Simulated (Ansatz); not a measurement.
```yaml
atoms:
  - { symbol: C, position_ang: [-2.3555, -0.4149, -0.3724] }
  - { symbol: C, position_ang: [-1.2741, -1.3556, 0.1361] }
  - { symbol: In, position_ang: [0.3657, 0.9795, 0.9380] }
  - { symbol: O, position_ang: [-0.5116, -0.8049, 1.1856] }
  - { symbol: O, position_ang: [0.5740, 1.8792, -0.8479] }
  - { symbol: O, position_ang: [1.0727, 1.9446, 2.5279] }
  - { symbol: H, position_ang: [-2.9695, -0.8810, -1.1605] }
  - { symbol: H, position_ang: [-1.9051, 0.5006, -0.8017] }
  - { symbol: H, position_ang: [-3.0203, -0.1124, 0.4527] }
  - { symbol: H, position_ang: [-0.6337, -1.6796, -0.7134] }
  - { symbol: H, position_ang: [-1.7440, -2.2758, 0.5336] }
  - { symbol: H, position_ang: [0.3179, 1.2848, -1.5677] }
  - { symbol: H, position_ang: [1.4698, 2.7798, 2.2389] }
```

Geometry: r2SCAN-D4/def2-SVP; core potentials replace the inner electrons of In.

Theory: isolated molecule in a Gaussian basis; Kohn-Sham density functional theory, functional PBE0 (Ansatz 0.2.0).

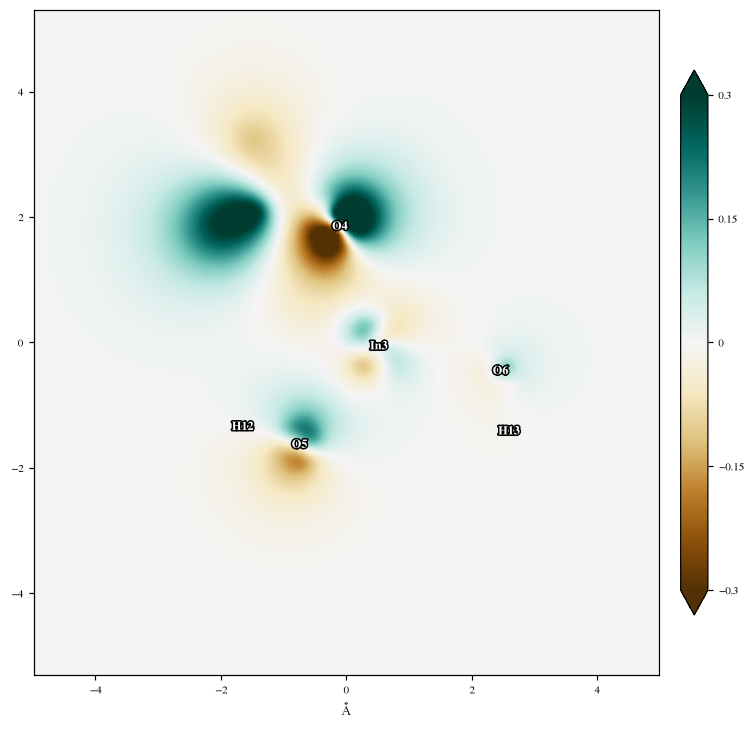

C₂H₇InO₃. The HOMO on the plane of atoms In3, O6 and H13 (values in Å⁻³ᐟ²; the overall sign is arbitrary).

### Where does this orbital lie, and at what energy?

Its weight (Hirshfeld) is mainly on O4 (about 60 %), C2 (about 15 %) and H10 (about 10 %). Its energy is −7.91 eV.
